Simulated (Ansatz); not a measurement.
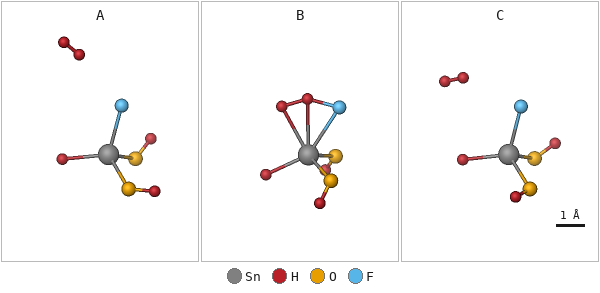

3 geometries from a converged minimum-energy path of SnH₅O₂F, shuffled. Style: ball-and-stick. Shown from a free direction.

Method: RHF/def2-SVP (Ansatz 0.2.0). Run with 7 movable images; climbing image; force threshold 0.05 eV/Å; iteration limit 60; starting path through a guess of the saddle point.

One of them is the converged climbing image. Which?

B. In order along the path, whose images run from 0 to 8: B (image 4, +2.44 eV), C (image 6, +0.33 eV), A (image 8, +0.22 eV). Breaking: F–H (0.92 → 2.57 Å), H–Sn (1.69 → 4.70 Å). Forming: H–H (3.38 → 0.75 Å), F–Sn (3.25 → 1.92 Å).

Limits of the set-up: Hartree-Fock leaves out electron correlation.

Cost: 5.6 min on 1 thread of Arm Neoverse V2 (shared host), peak memory 0.19 GiB.
